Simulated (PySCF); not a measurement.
Ge(F)(Br)2(Me), CH3Br2FGe, SMILES [CH3][Ge]([F])([Br])[Br], singlet at its PBE0/def2-SVP optimised geometry (Å):

```
8

C     -0.9665     0.6188     0.0000
Ge    -0.2253    -1.1574     0.0000
F     -0.7087    -1.9761     1.4494
Br     2.0629    -1.1574     0.0000
Br    -0.9920    -2.4355    -1.7360
H     -2.0629     0.5493     0.0246
H     -0.6478     1.1444    -0.9102
H     -0.6036     1.1574     0.8864
```

Computed with PBE0/def2-TZVP in PySCF 2.14.0. Cells within 0.4 Å of a nucleus heavier than hydrogen are left out (blank, or x).

Map of the deformation density (molecule minus spherical neutral atoms) (e/bohr³) on the plane z = 0.0 Å:

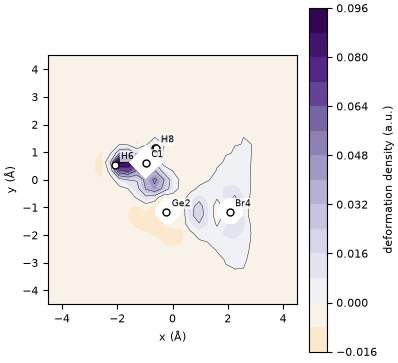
Figure: Deformation density (molecule minus spherical neutral atoms) (e/bohr³) on the plane z = 0.0 Å.
